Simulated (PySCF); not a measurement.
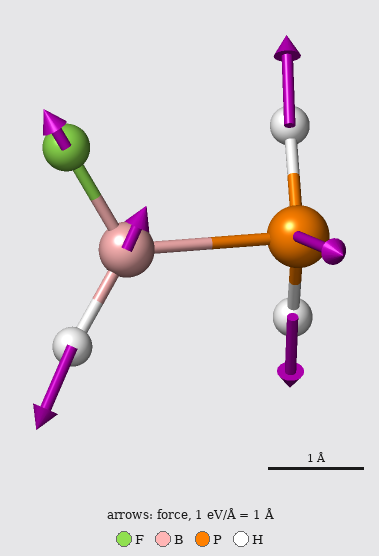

Starting geometry of BPH3F with the computed forces as purple arrows. A ball-and-stick model, seen from a free direction.

The start comes from GFN2-xTB.

Method: PBE0-D3(BJ)/def2-SVP geometry optimisation, gas phase in PySCF 2.14.0, density-fitted response routines. 

Question: What follows when this structure is relaxed?

Answer: It isn't relaxed: the largest force vector, on the P atom, is 1.14 eV/Å. The final displacements follow the starting forces only in part (cosine between the two patterns 0.71). After 7 geometry steps the energy has fallen by 1.71 kcal/mol. The largest move after the best rigid fit is that of an H atom, 0.061 Å. Largest moves by element: H 0.061 Å, F 0.028 Å, P 0.017 Å, B 0.015 Å. Among the contacts that change: H–P 1.380 → 1.424 Å, B–H 1.175 → 1.211 Å, B–P 1.887 → 1.909 Å, B–F 1.315 → 1.321 Å.
